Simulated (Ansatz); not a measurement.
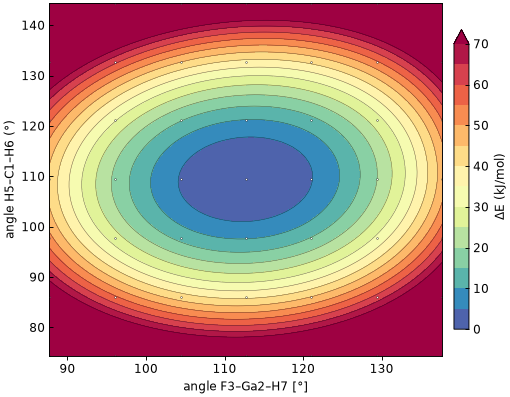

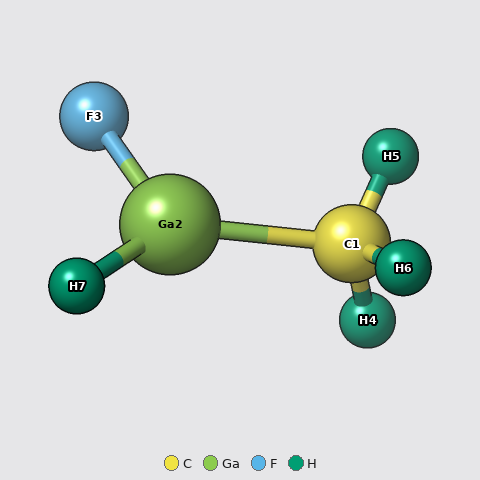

Energy landscape of CH4FGa, SMILES [CH3][GaH][F]. Coordinates scanned: (1) angle F3–Ga2–H7; (2) angle H5–C1–H6. Nothing is relaxed (all other coordinates rigid). Grid: 7 × 7 points. Points are written as (first, second). Energies are in kJ/mol, from the lowest grid point. Method: Ansatz, RKS wB97X-V/def2-TZVP.

In the figure: filled contours, dots at the grid points, one colour for all values above the top of the scale. Between grid points the surface is interpolated. The second picture is the structure at the lowest point.

Summarise what can be read from the map.

Answer. The lowest grid point is at (112.7°, 109.4°). It is the only kind of minimum in the scanned range. The highest grid point, (137.7°, 74.4°), lies 141 kJ/mol above the lowest. Round the minimum the two coordinates are weakly coupled (coupling −0.06 in units of the two stiffnesses).

The values on the grid:

```tsv
angle H5–C1–H6 ↓, angle F3–Ga2–H7 →	87.7	96.0	104.4	112.7	121.0	129.4	137.7
144.4	139	112	94	86	88	100	127
132.7	88	61	45	38	41	54	81
121.1	56	30	15	10	13	28	55
109.4	44	19	5	0	5	20	48
97.7	52	28	14	10	15	31	60
86.1	80	56	42	39	45	62	91
74.4	128	104	91	88	94	111	141
```

Each point was launched as `ansatz run input.yaml --threads 1 --pin off --max-ram 2560MiB --backend cpu --events-out ev --progress --plain --runs-dir out`. Time for the 49 points that were run: 6.5 min on 1 thread of Intel(R) Xeon(R) 6975P-C (Granite Rapids), on a shared host.
